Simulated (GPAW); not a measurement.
**Quasiparticle gap of LiF (Griceite) in GPAW**

Wanted: ground state, empty states, screening and self-energy for LiF (Griceite).

Program: GPAW 26.7.0. Level of theory: PBE and many-body steps on it, plane waves. Results are calculated unless marked as measured.

## Step 1: Set-up

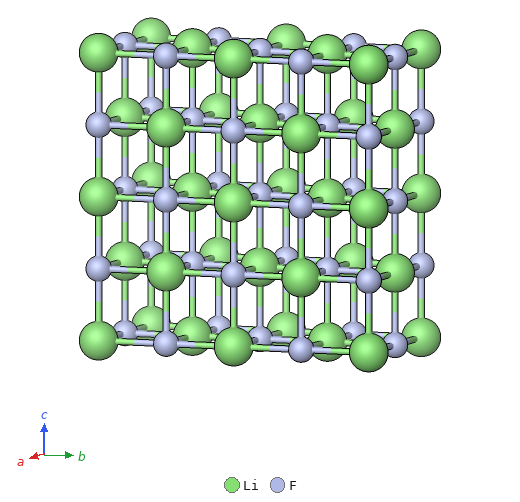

The cell as given, slightly off an axis (lithium green, fluorine light blue). 1×2×2 cells are drawn. This picture shows the conventional cell, with its axes. Some periodic images of atoms are drawn too.

The cell and positions come from the Crystallography Open Database and are kept as given unless a step says otherwise.

## Step 2: Ground state

This step: GPAW 26.7.0; DFT, PBE, plane waves, PAW.

The ground-state density comes first.

Input file run.py:

```python
import json
import numpy as np
from gpaw.mpi import world
from ase import Atoms
from gpaw import GPAW, PW, FermiDirac

atoms = Atoms(['Li', 'F'],
    cell=[[0.0000000000, 2.0140000000, 2.0140000000],
      [2.0140000000, 0.0000000000, 2.0140000000],
      [2.0140000000, 2.0140000000, 0.0000000000]],
    scaled_positions=[[0.0000000000, 0.0000000000, 0.0000000000],
      [0.5000000000, 0.5000000000, 0.5000000000]],
    pbc=(True, True, True))
calc = GPAW(mode=PW(600),
    xc='PBE',
    kpts={'size': (10, 10, 10), 'gamma': True},
    occupations=FermiDirac(0.001),
    nbands=-7,
    convergence={'density': 1e-6, 'bands': -3},
    maxiter=100,
    txt='gs.txt')
atoms.calc = calc
res = {'energy': atoms.get_potential_energy()}
kpts = calc.get_ibz_k_points()
res['kpts'] = kpts
res['eigenvalues'] = [calc.get_eigenvalues(kpt=k) for k in range(len(kpts))]
res['n_electrons'] = calc.get_number_of_electrons()
calc.write('gs.gpw')

if world.rank == 0:
    with open('result.json', 'w') as f:
        json.dump(res, f, default=lambda x: x.tolist())
```

Command:

```sh
$ mpirun -n 4 gpaw python run.py
```

Log:

```text
__  _  _
 | _ |_)|_||  |
 |__||  | ||/\| - 26.7.0

Input parameters:
  mode=PW(ecut=600.0),
  convergence={'density': 1e-06, 'bands': -3},
  kpts=MonkhorstPack(size=(10, 10, 10), gamma=True),
  maxiter=100,
  nbands=-7,
  occupations=Occupations(name='fermi-dirac', width=0.001, fixmagmom=False),
  xc=XC(name='PBE')
  [... matrices ...]
Diagonalizing LCAO Hamiltonian
Converting LCAO to pw mode

              F

       Li

Atoms  # Å, Bohr magnetons
|   | symbol |        x |        y |        z |    initial magnetic moments |
| 0 |     Li | 0.000000 | 0.000000 | 0.000000 | ( 0.0000,  0.0000,  0.0000) |
| 1 |      F | 2.014000 | 2.014000 | 2.014000 | ( 0.0000,  0.0000,  0.0000) |

Unit cell  # Å
| periodic |        x |        y |        z |  lengths |    angles |
|      yes | 0.000000 | 2.014000 | 2.014000 | 2.848226 | 60.000000 |
|      yes | 2.014000 | 0.000000 | 2.014000 | 2.848226 | 60.000000 |
|      yes | 2.014000 | 2.014000 | 0.000000 | 2.848226 | 60.000000 |

Number of symmetries: 48
Symmetry operations  # r_c * U_cc + t_c -> r_c
|    | kind |            matrix            |
|  0 |  σ   |  1, 0, 0,  1, 0,-1,  1,-1, 0 |
|  1 |  C2  |  1, 0, 0,  1,-1, 0,  1, 0,-1 |
|  2 |  E   |  1, 0, 0,  0, 1, 0,  0, 0, 1 |
|  3 |  σ   |  1, 0, 0,  0, 0, 1,  0, 1, 0 |
|  4 |  C4  |  1, 0,-1,  1, 0, 0,  1,-1, 0 |
|  5 |  S6  |  1, 0,-1,  1,-1, 0,  1, 0, 0 |
|  6 |  σ   |  1, 0,-1,  0, 1,-1,  0, 0,-1 |
|  7 |  C3  |  1, 0,-1,  0, 0,-1,  0, 1,-1 |
|  8 |  S6  |  1,-1, 0,  1, 0, 0,  1, 0,-1 |
|  9 |  C4  |  1,-1, 0,  1, 0,-1,  1, 0, 0 |
| 10 |  C3  |  1,-1, 0,  0,-1, 1,  0,-1, 0 |
| 11 |  σ   |  1,-1, 0,  0,-1, 0,  0,-1, 1 |
| 12 |  σ   |  0, 1, 0,  1, 0, 0,  0, 0, 1 |
| 13 |  C4  |  0, 1, 0,  0, 1,-1, -1, 1, 0 |
| 14 |  C3  |  0, 1, 0,  0, 0, 1,  1, 0, 0 |
| 15 |  S6  |  0, 1, 0, -1, 1, 0,  0, 1,-1 |
| 16 |  C2  |  0, 1,-1,  1, 0,-1,  0, 0,-1 |
| 17 |  σ   |  0, 1,-1,  0, 1, 0, -1, 1, 0 |
| 18 |  S4  |  0, 1,-1,  0, 0,-1,  1, 0,-1 |
| 19 |  C4  |  0, 1,-1, -1, 1, 0,  0, 1, 0 |
| 20 |  C3  |  0, 0, 1,  1, 0, 0,  0, 1, 0 |
| 21 |  σ   |  0, 0, 1,  0, 1, 0,  1, 0, 0 |
| 22 |  S6  |  0, 0, 1,  0,-1, 1, -1, 0, 1 |
| 23 |  C4  |  0, 0, 1, -1, 0, 1,  0,-1, 1 |
| 24 |  S4  |  0, 0,-1,  1, 0,-1,  0, 1,-1 |
| 25 |  C3  |  0, 0,-1,  0, 1,-1,  1, 0,-1 |
| 26 |  C2  |  0, 0,-1,  0,-1, 0, -1, 0, 0 |
| 27 |  S6  |  0, 0,-1, -1, 0, 0,  0,-1, 0 |
| 28 |  S4  |  0,-1, 1,  1,-1, 0,  0,-1, 0 |
| 29 |  C4  |  0,-1, 1,  0, 0, 1, -1, 0, 1 |
| 30 |  C2  |  0,-1, 1,  0,-1, 0,  1,-1, 0 |
| 31 |  σ   |  0,-1, 1, -1, 0, 1,  0, 0, 1 |
| 32 |  C3  |  0,-1, 0,  1,-1, 0,  0,-1, 1 |
| 33 |  S6  |  0,-1, 0,  0, 0,-1, -1, 0, 0 |
| 34 |  S4  |  0,-1, 0,  0,-1, 1,  1,-1, 0 |
| 35 |  C2  |  0,-1, 0, -1, 0, 0,  0, 0,-1 |
| 36 |  C2  | -1, 1, 0,  0, 1, 0,  0, 1,-1 |
| 37 |  S6  | -1, 1, 0,  0, 1,-1,  0, 1, 0 |
| 38 |  S4  | -1, 1, 0, -1, 0, 1, -1, 0, 0 |
| 39 |  C3  | -1, 1, 0, -1, 0, 0, -1, 0, 1 |
| 40 |  S6  | -1, 0, 1,  0, 0, 1,  0,-1, 1 |
| 41 |  C2  | -1, 0, 1,  0,-1, 1,  0, 0, 1 |
| 42 |  C3  | -1, 0, 1, -1, 1, 0, -1, 0, 0 |
| 43 |  S4  | -1, 0, 1, -1, 0, 0, -1, 1, 0 |
| 44 |  C2  | -1, 0, 0,  0, 0,-1,  0,-1, 0 |
| 45 |  i   | -1, 0, 0,  0,-1, 0,  0, 0,-1 |
| 46 |  σ   | -1, 0, 0, -1, 1, 0, -1, 0, 1 |
| 47 |  C2  | -1, 0, 0, -1, 0, 1, -1, 1, 0 |

BZ-sampling:
  Number of BZ points: 1000
  Number of IBZ points: 47

  Monkhorst-Pack size: [10, 10, 10]
  Monkhorst-Pack shift: [0.05, 0.05, 0.05]

K-points  # in reciprocal-cell coordinates
|     |                                coordinates |     weight |
|   0 | (  0.00000000,   0.00000000,   0.00000000) | 0.00100000 |
|   1 | (  0.10000000,   0.10000000,   0.00000000) | 0.00600000 |
|   2 | (  0.10000000,   0.10000000,   0.10000000) | 0.00800000 |
|   3 | (  0.20000000,   0.10000000,   0.10000000) | 0.01200000 |
|   4 | (  0.20000000,   0.20000000,   0.00000000) | 0.00600000 |
|   5 | (  0.20000000,   0.20000000,   0.10000000) | 0.02400000 |
|   6 | (  0.20000000,   0.20000000,   0.20000000) | 0.00800000 |
|   7 | (  0.30000000,   0.20000000,   0.10000000) | 0.02400000 |
|   8 | (  0.30000000,   0.20000000,   0.20000000) | 0.02400000 |
|   9 | (  0.30000000,   0.30000000,   0.00000000) | 0.00600000 |
| ... |                                            |            |
|  46 | (  0.50000000,   0.50000000,   0.50000000) | 0.00400000 |

Plane wave coefficients: 556
Cutoff: 600.0 eV

Spin-components: 1 (collinear spins)
Bands:           11
Projectors:      8
Spin-degeneracy: 2
Datatype:        complex128

  Storage: CPU
  Wave functions: 4_442_064 bytes (1_110_516 per core)
  Projectors: 7_672_656 bytes (1_918_164 per core)
  [... matrices ...]
Parallelization:
  kpt:    4
  domain: 1
  band:   1

Density:
  Valence electrons: 8.0
  Components: 1
  Grid points: [18 18 18]
  Charge: 0.0  # |e|

Potential:
  Grid points: [18 18 18]

species:
  Li:
    name:    Lithium
    Z:       3.0
    valence: 1
    core:    2
    charge:  0.0  # [|e|]
    compensation charges:
      type: gauss
      rc: 0.33  # [Å]
      lmax: 2
    cutoffs:
      filter: 1.91  # [Å]
      core: 2.55  # [Å]
    projectors
    | kind |    occ | energy [eV] | rcut [Å] |
    |   2s |  1.000 |      -2.874 |    1.058 |
    |   2p |  0.000 |      -1.090 |    1.058 |
    |    s |        |      24.337 |    1.058 |

    Using partial waves for Li as LCAO basis

  F:
    name:    Fluorine
    Z:       9.0
    valence: 7
    core:    2
    charge:  0.0  # [|e|]
    compensation charges:
      type: gauss
      rc: 0.20  # [Å]
      lmax: 2
    cutoffs:
      filter: 1.14  # [Å]
      core: 0.74  # [Å]
    projectors
    | kind |    occ | energy [eV] | rcut [Å] |
    |   2s |  2.000 |     -29.898 |    0.635 |
    |   2p |  5.000 |     -11.110 |    0.635 |
    |    s |        |      -2.687 |    0.635 |
    |    p |        |      16.102 |    0.635 |
    |    d |        |       0.000 |    0.635 |

    Using partial waves for F as LCAO basis

Reference energy: -2916.868605  # eV

eigensolver:
  PPCG
  Converge bands: -3
  niter=2

density mixing:
  MSR1-Mixer
  Pratt-step length: 0.05
  Maximum mixing coefficient: 0.75
  Old densities: 10
  SVD Regularization: 0.005
  Good broyden scale: 1.0
  Trust region scale: 1.0
  Backstep threshold: 4.0
  History deletion threshold: 6.0
  Fourier metric: weight=20.0, sigma=0.015

occupation numbers:
  Fermi-Dirac:
    width: 0.0010  # eV

poisson solver:
  ecut: 4800.0  # eV

xc functional:
  name: PBE with 2 nearest neighbor stencil

Initialization done in: 1.024 s

convergence criteria:
- Maximum integral of absolute [dens]ity change: 1e-06 electrons / valence electron
- Maximum [total energy] change in last 3 cyles: 0.0005 eV / valence electron
- Maximum integral of absolute [eigenst]ate change: 4e-08 eV^2 / valence electron
maximum number of iterations: 100

SCF iterations
|iter     |     time |      energy | eigst |  dens |
|iter:   1|  |   -9.693387 | +2.00 |       |
|iter:   2|  |   -9.639534 | -0.02 | -1.07 |
|iter:   3|  |   -9.491681 | -1.14 | -1.12 |
|iter:   4|  |   -9.499847 | -3.10 | -1.55 |
|iter:   5|  |   -9.503931 | -2.98 | -1.86 |
|iter:   6|  |   -9.503952 | -5.53 | -3.07 |
|iter:   7|  |   -9.503959c| -5.90 | -3.40 |
|iter:   8|  |   -9.503959c| -7.98c| -4.76 |
|iter:   9|  |   -9.503959c| -8.55c| -5.08 |
|iter:  10|  |   -9.503959c| -9.66c| -6.55c|

Converged in 10 steps
SCF loop duration: 1.729 s (0.173 s/step)
Energy contributions relative to reference atoms: (reference = -2916.868605)
  [... matrices ...]
Energy contributions:
  Kinetic:          12.232804
  Coulomb:         -12.018208
  Zero:              0.224595
  External:          0.000000
  Xc:               -9.943149
  Entropy:          -0.000000
  Spinorbit:         0.000000
  ----------------------------
  Free energy:      -9.503959
  Extrapolated:     -9.503959

dipole moment: (-2.308529, -2.308529, -2.308529)  # |e|*Ang

Fermi level: 2.918
Eigenvalues  # (at kpt = [0.000, 0.000, 0.000])
| band index |      eig [eV] | occ [0-2] |
|          0 |       -20.707 |     2.000 |
|          1 |        -0.676 |     2.000 |
|          2 |        -0.676 |     2.000 |
|          3 |        -0.676 |     2.000 |
|          4 |         8.393 |     0.000 |
|          5 |        23.528 |     0.000 |
|          6 |        23.528 |     0.000 |
|          7 |        23.528 |     0.000 |
|          8 |        23.828 |     0.000 |
|          9 |        23.828 |     0.000 |
|         10 |        23.828 |     0.000 |

Gap: 9.070 eV
Transition (v -> c):
  (s=0, k=0, n=3, [0.00, 0.00, 0.00]) -> (s=0, k=0, n=4, [0.00, 0.00, 0.00])
No difference between direct/indirect transitions
# Writing to gs.gpw (mode='')
  [... matrices ...]
```

Wall time 4.3 s (4 MPI ranks of Arm Neoverse V2, shared host); peak memory 0.58 GiB; 17 s of CPU time.

This step gave:

```
total energy               : -9.504 eV
gap                        : 9.070 eV
k of the valence top       : 0, 0, 0
k of the conduction bottom : 0, 0, 0
least direct gap           : 9.070 eV
```

The gap is direct, at Γ.

## Step 3: Bands along the symmetry lines

Levels along a band path, at the cheap level, show where the edges lie and whether the meshes to come will hold them.

Input file run.py:

```python
import json
import numpy as np
from gpaw.mpi import world
from gpaw import GPAW

path = [[0.000000, 0.000000, 0.000000],
    [0.062500, 0.000000, 0.062500],
    [0.125000, 0.000000, 0.125000],
    [0.187500, 0.000000, 0.187500],
    [0.250000, 0.000000, 0.250000],
    [0.312500, 0.000000, 0.312500],
    [0.375000, 0.000000, 0.375000],
    [0.437500, 0.000000, 0.437500],
    [0.500000, 0.000000, 0.500000],
    [0.515625, 0.031250, 0.515625],
    [0.531250, 0.062500, 0.531250],
    [0.546875, 0.093750, 0.546875],
    [0.562500, 0.125000, 0.562500],
    [0.578125, 0.156250, 0.578125],
    [0.593750, 0.187500, 0.593750],
    [0.609375, 0.218750, 0.609375],
    [0.625000, 0.250000, 0.625000],
    [0.375000, 0.375000, 0.750000],
    [0.328125, 0.328125, 0.656250],
    [0.281250, 0.281250, 0.562500],
    [0.234375, 0.234375, 0.468750],
    [0.187500, 0.187500, 0.375000],
    [0.140625, 0.140625, 0.281250],
    [0.093750, 0.093750, 0.187500],
    [0.046875, 0.046875, 0.093750],
    [0.000000, 0.000000, 0.000000],
    [0.062500, 0.062500, 0.062500],
    [0.125000, 0.125000, 0.125000],
    [0.187500, 0.187500, 0.187500],
    [0.250000, 0.250000, 0.250000],
    [0.312500, 0.312500, 0.312500],
    [0.375000, 0.375000, 0.375000],
    [0.437500, 0.437500, 0.437500],
    [0.500000, 0.500000, 0.500000],
    [0.500000, 0.468750, 0.531250],
    [0.500000, 0.437500, 0.562500],
    [0.500000, 0.406250, 0.593750],
    [0.500000, 0.375000, 0.625000],
    [0.500000, 0.343750, 0.656250],
    [0.500000, 0.312500, 0.687500],
    [0.500000, 0.281250, 0.718750],
    [0.500000, 0.250000, 0.750000],
    [0.500000, 0.218750, 0.718750],
    [0.500000, 0.187500, 0.687500],
    [0.500000, 0.156250, 0.656250],
    [0.500000, 0.125000, 0.625000],
    [0.500000, 0.093750, 0.593750],
    [0.500000, 0.062500, 0.562500],
    [0.500000, 0.031250, 0.531250],
    [0.500000, 0.000000, 0.500000]]
calc = GPAW('gs.gpw').fixed_density(kpts=path,
    symmetry='off',
    nbands=14,
    convergence={'bands': 10},
    txt='bands.txt')
res = {}
kpts = calc.get_ibz_k_points()
res['kpts'] = kpts
res['eigenvalues'] = [calc.get_eigenvalues(kpt=k) for k in range(len(kpts))]
res['n_electrons'] = calc.get_number_of_electrons()

if world.rank == 0:
    with open('result.json', 'w') as f:
        json.dump(res, f, default=lambda x: x.tolist())
```

Command:

```sh
$ mpirun -n 4 gpaw python run.py
```

Log:

```text
Diagonalizing LCAO Hamiltonian
Converting LCAO to pw mode
convergence criteria:
- Maximum integral of absolute [eigenst]ate change: 4e-08 eV^2 / valence electron
maximum number of iterations: 100

SCF iterations
|iter     |     time |      energy | eigst |  dens |
|iter:   1|  |             | +2.64 |       |
|iter:   2|  |             | +0.85 |       |
|iter:   3|  |             | -1.38 |       |
|iter:   4|  |             | -2.77 |       |
|iter:   5|  |             | -4.90 |       |
|iter:   6|  |             | -6.47 |       |
|iter:   7|  |             | -7.66c|       |
SCF steps: 7
  __  _  _
 | _ |_)|_||  |
 |__||  | ||/\| - 26.7.0

Input parameters:
  mode=PW(ecut=600.0),
  convergence={'bands': 10},
  gpts=array([18, 18, 18]),
  kpts=KPoints(kpts=array([[0.      , 0.      , 0.      ],
         [0.0625  , 0.      , 0.0625  ],
         [0.125   , 0.      , 0.125   ],
         [0.1875  , 0.      , 0.1875  ],
[...]
[0.515625, 0.03125 , 0.515625],
[...]
[0.546875, 0.09375 , 0.546875],
[...]
[0.578125, 0.15625 , 0.578125],
[...]
[0.609375, 0.21875 , 0.609375],
[...]
[0.328125, 0.328125, 0.65625 ],
[...]
[0.234375, 0.234375, 0.46875 ],
[...]
[0.140625, 0.140625, 0.28125 ],
[...]
[0.046875, 0.046875, 0.09375 ],
[...]
[0.5     , 0.0625  , 0.5625  ],
         [0.5     , 0.03125 , 0.53125 ],
         [0.5     , 0.      , 0.5     ]])),
  maxiter=100,
  nbands=14,
  occupations=Occupations(name='fermi-dirac', width=0.001, fixmagmom=False),
  parallel={},
  symmetry=Symmetry(point_group=False, time_reversal=False),
  xc=XC(name='PBE')
```

Run time: 3.9 s. Hardware: 4 MPI ranks; peak memory 0.51 GiB.

Numbers from this step:

| Quantity | Value |
| --- | --- |
| gap | 9.068 eV |
| k of the valence top | 0.0469, 0.0469, 0.0938 |
| k of the conduction bottom | 0, 0, 0 |
| least direct gap | 9.070 eV |

The gap is 9.068 eV, −0.002 eV from the run before at this level.

Electronic bands along the path, in eV, zero at the top of the highest filled band; v1 is the highest filled band, c1 the lowest empty one:

```
    point      v4     v3     v2     v1     c1     c2     c3     c4
        Γ  -20.03   0.00   0.00   0.00   9.07  24.20  24.20  24.20
        X  -19.30  -3.01  -1.00  -1.00  14.83  16.57  17.45  20.33
        U  -19.34  -2.50  -1.57  -0.73  14.52  14.93  18.43  19.75
jump to K  -19.34  -2.50  -1.57  -0.73  14.52  14.93  18.43  19.75
        Γ  -20.03   0.00   0.00   0.00   9.07  24.20  24.20  24.20
        L  -19.56  -2.53  -0.22  -0.22  10.77  16.77  18.97  18.97
        W  -19.32  -2.08  -2.08  -0.80  15.09  15.09  17.49  19.25
        X  -19.30  -3.01  -1.00  -1.00  14.83  16.57  17.45  20.33
```

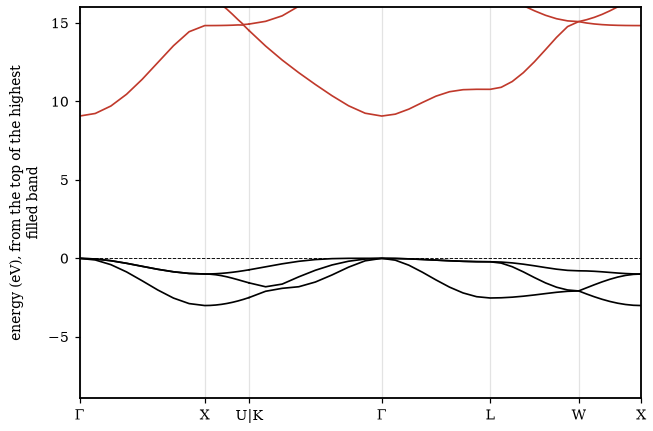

Electronic bands along the path; lines of filled and empty bands in two colours.

## Step 4: Empty states on the mesh, 6×6×6 mesh, 61 bands

The sums over transitions need many empty states on a uniform mesh; this step solves for them.

Input file run.py:

```python
import json
import numpy as np
from gpaw.mpi import world
from gpaw import GPAW

calc = GPAW('gs.gpw').fixed_density(kpts={'size': (6, 6, 6), 'gamma': True},
    parallel={'domain': 1, 'band': 1},
    txt='nscf.txt')
calc.diagonalize_full_hamiltonian(nbands=61)
calc.write('full.gpw', mode='all')
res = {}
kpts = calc.get_ibz_k_points()
res['kpts'] = kpts
res['eigenvalues'] = [calc.get_eigenvalues(kpt=k) for k in range(len(kpts))]
res['n_electrons'] = calc.get_number_of_electrons()

if world.rank == 0:
    with open('result.json', 'w') as f:
        json.dump(res, f, default=lambda x: x.tolist())
```

Command:

```sh
$ mpirun -n 4 gpaw python run.py
```

Log:

```text
Diagonalizing LCAO Hamiltonian
Converting LCAO to pw mode
convergence criteria:
- Maximum integral of absolute [eigenst]ate change: 4e-08 eV^2 / valence electron
maximum number of iterations: 100

SCF iterations
|iter     |     time |      energy | eigst |  dens |
|iter:   1|  |             | +2.03 |       |
|iter:   2|  |             | +0.43 |       |
|iter:   3|  |             | -2.05 |       |
|iter:   4|  |             | -4.47 |       |
|iter:   5|  |             | -6.36 |       |
|iter:   6|  |             | -7.91c|       |
SCF steps: 6
  __  _  _
 | _ |_)|_||  |
 |__||  | ||/\| - 26.7.0

Input parameters:
  mode=PW(ecut=600.0),
  convergence={'density': 1e-06, 'bands': -3},
  gpts=array([18, 18, 18]),
  kpts=MonkhorstPack(size=(6, 6, 6), gamma=True),
  maxiter=100,
  nbands=11,
  occupations=Occupations(name='fermi-dirac', width=0.001, fixmagmom=False),
  parallel={'domain': 1, 'band': 1},
  xc=XC(name='PBE')
Matrix size: 554x554
# Writing to full.gpw (mode='all')
  [... matrices ...]

timing:  # [seconds]
  Total: 0.968  # ━━━━━━━━━━━━━━━━━━━━━━━━━━━━━━━━━━━━━━━━━━━━━━━━━━━━━━━━━━━
```

Run time: 3.9 s. Hardware: 4 MPI ranks; peak memory 0.52 GiB; 15 s of CPU time.

Numbers from this step:

| Quantity | Value |
| --- | --- |
| gap | 9.070 eV |
| k of the valence top | 0, 0, 0 |
| k of the conduction bottom | 0, 0, 0 |
| least direct gap | 9.070 eV |
| k points computed | 16 |
| lowest point of the top converged band, above the valence top | 121.4282 eV |

On this mesh the gap is 9.070 eV.

(Part 1 of 2 ends here.)

[Paths, hosts, dates, memory and timing lines, banners, echoed tables and standing remarks are left out of the program output.]

[Logs are printed without paths, hosts, clocks, repeated set-up lines and the standing remarks that a program may print on its own settings, such as how far it seeks lower states.]

[Runs of the session that timed out or met a known fault of the program may be left out.]

[Hosts, paths, dates, database ids (printed as entryN), source tags and the programs' standing remarks are cut or masked in the printed files.]
